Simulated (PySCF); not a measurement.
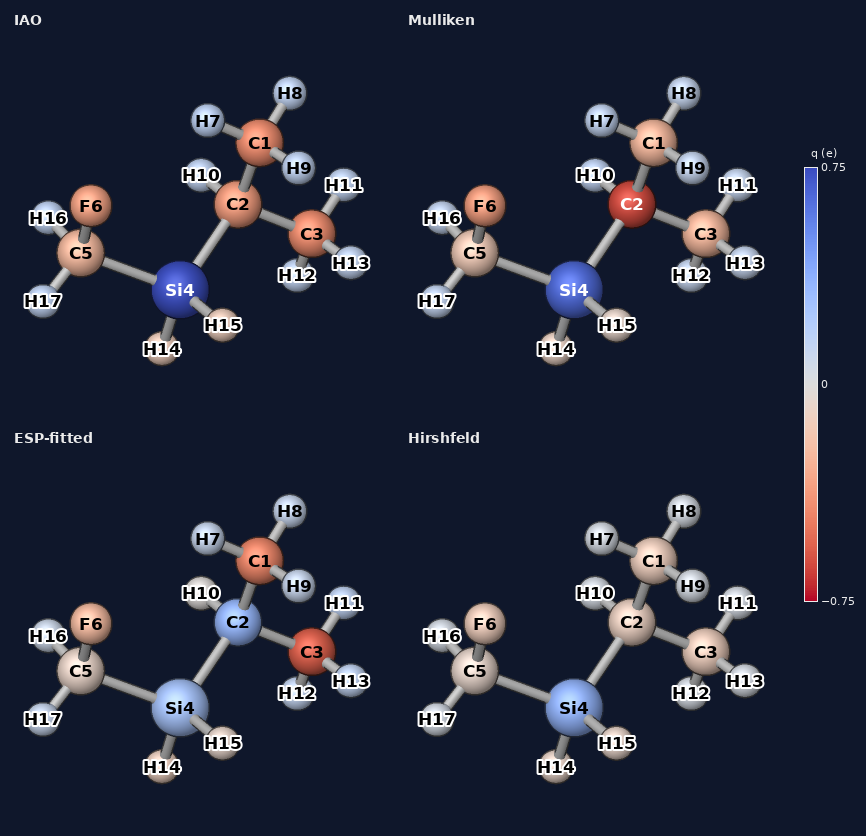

Atomic charges of one calculation by 4 schemes, on one colour scale. The computed structure is the end point of a GFN2-xTB optimisation. No frequency run is at hand to confirm it as a minimum. Computed with PBE0/pcSseg-1 (PySCF 2.14.0).

> On which atom do the schemes disagree most?

On C2 (from −0.62 to 0.33 e).

List the charges (e), one line for each set of equivalent atoms.

| atom | IAO | Mulliken | ESP-fitted | Hirshfeld |
| --- | --- | --- | --- | --- |
| C1 | −0.42 | −0.24 | −0.43 | −0.12 |
| C2 | −0.36 | −0.62 | 0.33 | −0.10 |
| C3 | −0.41 | −0.23 | −0.56 | −0.12 |
| Si4 | 0.74 | 0.64 | 0.26 | 0.34 |
| C5 | −0.23 | −0.14 | −0.08 | −0.07 |
| F6 | −0.33 | −0.35 | −0.23 | −0.12 |
| H7 | 0.15 | 0.13 | 0.11 | 0.04 |
| H8 | 0.14 | 0.11 | 0.11 | 0.04 |
| H9 | 0.14 | 0.11 | 0.10 | 0.04 |
| H10 | 0.14 | 0.14 | −0.02 | 0.04 |
| H11 | 0.14 | 0.12 | 0.14 | 0.04 |
| H12 | 0.14 | 0.12 | 0.12 | 0.04 |
| H13 | 0.13 | 0.11 | 0.14 | 0.04 |
| H14 | −0.13 | −0.09 | −0.11 | −0.08 |
| H15 | −0.12 | −0.07 | −0.07 | −0.07 |
| H16 | 0.14 | 0.12 | 0.08 | 0.04 |
| H17 | 0.15 | 0.13 | 0.11 | 0.04 |

The geometry is semi-empirical. Around Si such bond lengths and angles can be off by a tenth of an ångström or more and by several degrees, and values that hang on the shape move with them.
